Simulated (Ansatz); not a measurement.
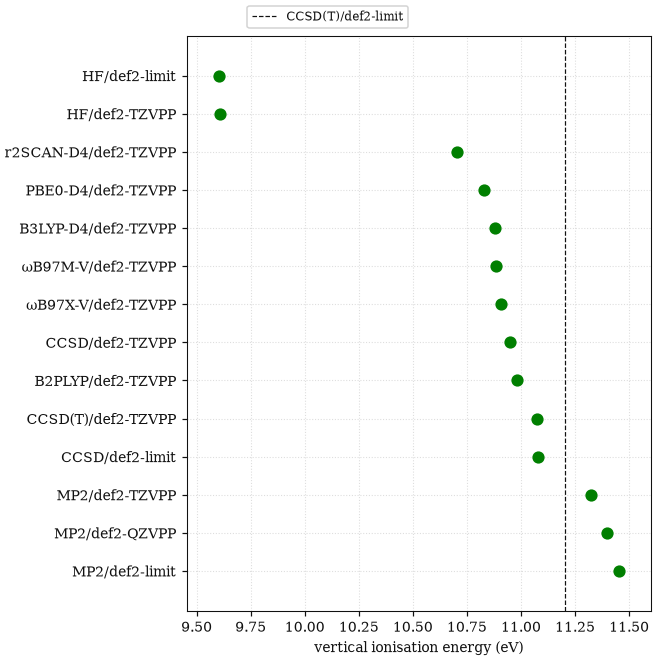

Vertical ionisation energy of C₂H₃BO, SMILES C#CBO, taken as the energy of the cation less that of the neutral at fixed geometry (unrestricted doublet cation, cores frozen in correlated methods, no spin-orbit coupling), the Ansatz code 0.2.0, at a PBE0-D4/def2-TZVP geometry (a minimum by its frequencies). Limit means an estimate of the basis limit from triple and quadruple zeta; for coupled cluster it is either extrapolated directly or built as the MP2 limit plus the step from MP2 in triple zeta. B2PLYP/def2-TZVPP holds a correlation term that converges slowly with the basis, so part of the distance to the limit is basis error. The distance of CCSD/def2-TZVPP, CCSD(T)/def2-TZVPP, MP2/def2-TZVPP and MP2/def2-QZVPP to the limit includes basis error.

### Which level comes closest to the line (CCSD(T)/def2-limit), and which misses most?

Closest MP2/def2-TZVPP (11.32 eV) and CCSD/def2-limit (11.08 eV), against 11.20 eV; farthest HF/def2-limit (9.60 eV).

### Give the values.

```tsv
level	eV	less CCSD(T)/def2-limit
HF/def2-limit	9.60	−1.60
HF/def2-TZVPP	9.61	−1.60
r2SCAN-D4/def2-TZVPP	10.71	−0.50
PBE0-D4/def2-TZVPP	10.83	−0.37
B3LYP-D4/def2-TZVPP	10.88	−0.32
ωB97M-V/def2-TZVPP	10.89	−0.32
ωB97X-V/def2-TZVPP	10.91	−0.30
CCSD/def2-TZVPP	10.95	−0.25
B2PLYP/def2-TZVPP	10.98	−0.22
CCSD(T)/def2-TZVPP	11.07	−0.13
CCSD/def2-limit	11.08	−0.13
MP2/def2-TZVPP	11.32	0.12
MP2/def2-QZVPP	11.40	0.19
MP2/def2-limit	11.45	0.25
CCSD(T)/def2-limit	11.20	0.00
```
